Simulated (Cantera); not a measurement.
Feed: 1 mol AlCl3, 1.9 mol H2O, 3.1 mol H2, equilibrated at 0.000580 bar.

Cantera equilibrium calculation (NASA polynomials, part measured and part estimated; ideal gas, pure solids and liquids). Candidate condensed phases: Al, AlCl3, Al2O3, H2O; 29 gas species. The tables' values for AlCl2 are old estimates; treat these amounts as uncertain. Rates play no part.

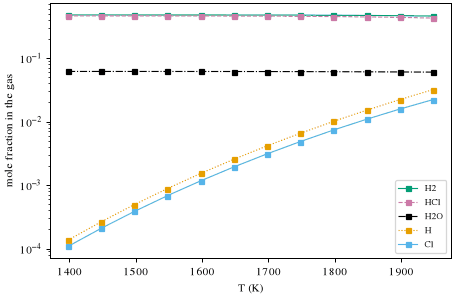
Equilibrium gas composition (values under 1e-9 drawn at 1e-9)

Question: Read off the mole fractions at 1398 K.

Answer: H2 about 0.48, HCl about 0.46, H2O about 0.062, H about 0.00014, Cl about 0.00011.
